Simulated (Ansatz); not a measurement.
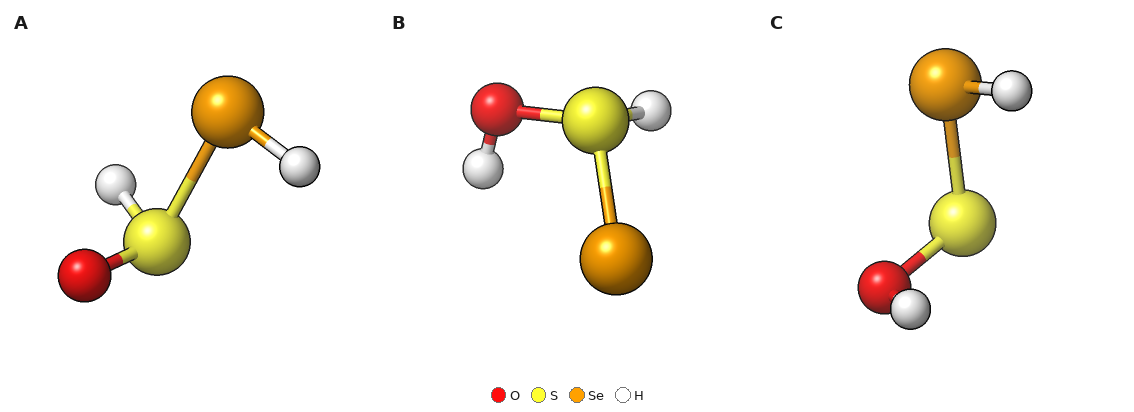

3 stationary structures of one formula. Geometries: PBE0-D4/def2-TZVP. Electronic energies: RHF-CCSD(T) (frozen core)/def2-TZVPP (Ansatz 0.2.0), without zero-point energy. No frequency run is at hand to confirm each as a minimum.

**Which is lowest in energy, and by how much?**

C is lowest (C1); B lies 0.616 eV above it (C1), A lies 0.725 eV above it (C1).
